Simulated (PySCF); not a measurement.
# MP2/ANO-RCC-VDZP (sfX2C) run of CH6ClNSi (SMILES CN[SiH2]Cl)

What is the vertical ionisation energy of CH6ClNSi at MP2/ANO-RCC-VDZP (sfX2C)? 

The calculation is run with PySCF 2.14.0.

**1. Starting point**

The species is CH6ClNSi (10 atoms), meant as a singlet with charge 0. SMILES: `CN[SiH2]Cl`. Geometry: relaxed at PBE0-D4/def2-TZVP. This is one conformer, not always the lowest.

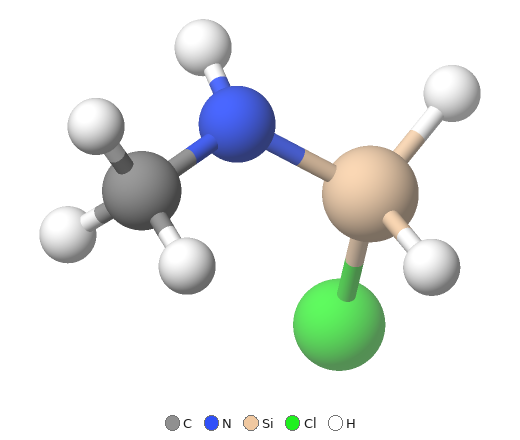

The structure, seen from a chosen angle (carbon grey, nitrogen blue, silicon light orange, chlorine green, hydrogen white).

**2. A single-point energy at MP2/ANO-RCC-VDZP (sfX2C)**

input.py reads:

```python
from pyscf import gto, scf, mp

mol = gto.M(
    atom=[
    ('C', (-0.242300, 1.264400, 0.564800)),
    ('N', (-0.436700, 0.246400, -0.448800)),
    ('Si', (0.477700, -1.180400, -0.542000)),
    ('Cl', (0.138000, -2.533300, 0.993900)),
    ('H', (-0.833400, 1.088300, 1.470800)),
    ('H', (-0.494100, 2.254000, 0.174500)),
    ('H', (0.810100, 1.289000, 0.857400)),
    ('H', (-1.369300, 0.230400, -0.831400)),
    ('H', (0.120300, -1.874000, -1.798300)),
    ('H', (1.912700, -0.835900, -0.438000)),
],
    spin=0,
    charge=0,
    basis='ano-rcc-vdzp',
    max_memory=1860,
    verbose=3,
)

calc0 = scf.RHF(mol)
calc0 = calc0.sfx2c1e()
calc0.conv_tol = 1e-10
calc0.kernel()
if not calc0.converged:
    calc0 = calc0.newton().run(calc0.mo_coeff, calc0.mo_occ)

pt = mp.MP2(calc0, frozen=12).run()
e_final = pt.e_tot
print('E = %.10f Eh' % e_final)
```

Started as:

```bash
OMP_NUM_THREADS=1 python input.py
```

The log of the run:

```text
converged SCF energy = -846.435338257205
E(RMP2) = -847.003678904862  E_corr = -0.568340647657484
E(SCS-RMP2) = -846.998382413975  E_corr = -0.563044156770492
E = -847.0036789049 Eh
```

It took 24 s on 1 thread of Arm Neoverse V1, shared host; peak memory 0.26 GiB.

**3. The doublet cation at the same level**

calc.py reads:

```python
from pyscf import gto, scf, mp

molecule = gto.Mole()
molecule.atom = '''
C       -0.242300       1.264400       0.564800
N       -0.436700       0.246400      -0.448800
Si       0.477700      -1.180400      -0.542000
Cl       0.138000      -2.533300       0.993900
H       -0.833400       1.088300       1.470800
H       -0.494100       2.254000       0.174500
H        0.810100       1.289000       0.857400
H       -1.369300       0.230400      -0.831400
H        0.120300      -1.874000      -1.798300
H        1.912700      -0.835900      -0.438000
'''
molecule.spin = 1
molecule.charge = 1
molecule.verbose = 4
molecule.max_memory = 1860
molecule.basis = 'ano-rcc-vdzp'
molecule.build()

calc0 = scf.UHF(molecule)
calc0 = calc0.sfx2c1e()
calc0.conv_tol = 1e-10
calc0.kernel()
if not calc0.converged:
    calc0 = calc0.newton().run(calc0.mo_coeff, calc0.mo_occ)

pt = mp.MP2(calc0, frozen=12).run()
energy = pt.e_tot
print('E(%s) = %.9f' % ('MP2', energy))
```

Started as:

```bash
OMP_NUM_THREADS=1 python calc.py
```

The log of the run:

```text
PySCF version 2.14.0

[INPUT] num. atoms = 10
[INPUT] num. electrons = 49
[INPUT] charge = 1
[INPUT] spin (= nelec alpha-beta = 2S) = 1
[INPUT] symmetry False subgroup None
[INPUT] Mole.unit = angstrom
[INPUT] Symbol           X                Y                Z      unit          X                Y                Z       unit  Magmom
[INPUT]  1 C     -0.242300000000   1.264400000000   0.564800000000 AA   -0.457880639982   2.389369711900   1.067317315154 Bohr   0.0
[INPUT]  2 N     -0.436700000000   0.246400000000  -0.448800000000 AA   -0.825243398598   0.465628517093  -0.848109084705 Bohr   0.0
[INPUT]  3 Si     0.477700000000  -1.180400000000  -0.542000000000 AA    0.902722169705  -2.230632717437  -1.024231559514 Bohr   0.0
[INPUT]  4 Cl     0.138000000000  -2.533300000000   0.993900000000 AA    0.260782205190  -4.787243191361   1.878198795205 Bohr   0.0
[INPUT]  5 H     -0.833400000000   1.088300000000   1.470800000000 AA   -1.574897752213   2.056588941364   2.779409184010 Bohr   0.0
[INPUT]  6 H     -0.494100000000   2.254000000000   0.174500000000 AA   -0.933713678148   4.259442684770   0.329757208737 Bohr   0.0
[INPUT]  7 H      0.810100000000   1.289000000000   0.857400000000 AA    1.530867133510   2.435856974564   1.620251179202 Bohr   0.0
[INPUT]  8 H     -1.369300000000   0.230400000000  -0.831400000000 AA   -2.587601982367   0.435392899100  -1.571118299963 Bohr   0.0
[INPUT]  9 H      0.120300000000  -1.874000000000  -1.798300000000 AA    0.227334052785  -3.541346757435  -3.398294489805 Bohr   0.0
[INPUT] 10 H      1.912700000000  -0.835900000000  -0.438000000000 AA    3.614479158456  -1.579622067524  -0.827700042559 Bohr   0.0

nuclear repulsion = 218.526722095258
number of shells = 24
number of NR pGTOs = 398
number of NR cGTOs = 94
basis = ano-rcc-vdzp
ecp = {}

******** <class 'pyscf.x2c.sfx2c1e.sfX2C1eUHF'> ********
method = sfX2C1eUHF
initial guess = minao
damping factor = 0
level_shift factor = 0
DIIS = <class 'pyscf.scf.diis.CDIIS'>
diis_start_cycle = 1
diis_space = 8
diis_damp = 0
SCF conv_tol = 1e-10
SCF conv_tol_grad = None
SCF max_cycles = 50
direct_scf = True
direct_scf_tol = 1e-13
number electrons alpha = 25  beta = 24

******** <class 'pyscf.x2c.sfx2c1e.SpinFreeX2CHelper'> ********
approx = 1e
xuncontract = 1
Set gradient conv threshold to 1e-05
init E= -846.761014201543
[... the frontier-level lines of each cycle are left out ...]

cycle= 1 E= -845.975893858358  delta_E= 0.785  |g|= 0.423  |ddm|= 2.78
cycle= 2 E= -846.090508920407  delta_E= -0.115  |g|= 0.217  |ddm|= 0.763
cycle= 3 E= -846.118390305106  delta_E= -0.0279  |g|= 0.0606  |ddm|=  0.2
cycle= 4 E= -846.1233640174  delta_E= -0.00497  |g|= 0.0249  |ddm|= 0.117
cycle= 5 E= -846.124563342928  delta_E= -0.0012  |g|= 0.0132  |ddm|= 0.0507
cycle= 6 E= -846.124952482073  delta_E= -0.000389  |g|= 0.00394  |ddm|= 0.0397
cycle= 7 E= -846.124981352403  delta_E= -2.89e-05  |g|= 0.00145  |ddm|= 0.0111
cycle= 8 E= -846.124984906835  delta_E= -3.55e-06  |g|= 0.000558  |ddm|= 0.00423
cycle= 9 E= -846.124985503203  delta_E= -5.96e-07  |g|= 0.000223  |ddm|= 0.0016
cycle= 10 E= -846.124985623265  delta_E= -1.2e-07  |g|= 9.47e-05  |ddm|= 0.000674
cycle= 11 E= -846.124985649529  delta_E= -2.63e-08  |g|= 4.65e-05  |ddm|= 0.000322
cycle= 12 E= -846.124985656767  delta_E= -7.24e-09  |g|= 2.62e-05  |ddm|= 0.000171
cycle= 13 E= -846.124985659324  delta_E= -2.56e-09  |g|= 1.16e-05  |ddm|= 0.00012
cycle= 14 E= -846.124985659786  delta_E= -4.62e-10  |g|= 3.89e-06  |ddm|= 5.63e-05
cycle= 15 E= -846.124985659827  delta_E= -4.18e-11  |g|= 1.7e-06  |ddm|= 1.46e-05
Extra cycle  E= -846.124985659833  delta_E= -5.68e-12  |g|= 1.02e-06  |ddm|= 2.9e-06
converged SCF energy = -846.124985659833  <S^2> = 0.7628835  2S+1 = 2.0128423

******** <class 'pyscf.mp.ump2.UMP2'> ********
nocc = (np.int64(13), np.int64(12)), nmo = (82, 82)
frozen orbitals 12
E(UMP2) = -846.646702756546  E_corr = -0.521717096712921
E(SCS-UMP2) = -846.643752344598  E_corr = -0.518766684764524
E_corr(same-spin) = -0.123800574566517
E_corr(oppo-spin) = -0.397916522146404
E(MP2) = -846.646702757
```

Run time: 26 s. Hardware: 1 thread of Arm Neoverse V1, shared host; peak memory 0.27 GiB.

**4. Results**

Level: MP2/ANO-RCC-VDZP (sfX2C), 12 core orbitals frozen.

```
                                                                  quantity          value
                                            singlet CH6ClNSi: total energy  -847.00368 Eh
                    singlet CH6ClNSi: dipole moment (Hartree–Fock density)         2.33 D
                     singlet CH6ClNSi: HOMO energy (Hartree–Fock orbitals)      -10.71 eV
                     singlet CH6ClNSi: LUMO energy (Hartree–Fock orbitals)        2.22 eV
                   singlet CH6ClNSi: HOMO–LUMO gap (Hartree–Fock orbitals)       12.93 eV
            singlet CH6ClNSi: correlation energy (12 core orbitals frozen)     -568.3 mEh
                                              doublet cation: total energy  -846.64670 Eh
doublet cation: HOMO energy (Hartree–Fock orbitals) (highest over α and β)      -16.87 eV
 doublet cation: LUMO energy (Hartree–Fock orbitals) (lowest over α and β)       -6.45 eV
              doublet cation: correlation energy (12 core orbitals frozen)     -521.7 mEh
                         doublet cation: ⟨S²⟩ of the reference determinant          0.763
                        vertical ionisation energy (to the doublet cation)       9.714 eV
```

In words: The vertical ionisation energy comes to 9.71 eV (937 kJ/mol). Mulliken charges (singlet CH6ClNSi) of the mean-field density run from -0.46 on N2 to +0.84 on Si3; they depend strongly on the basis.
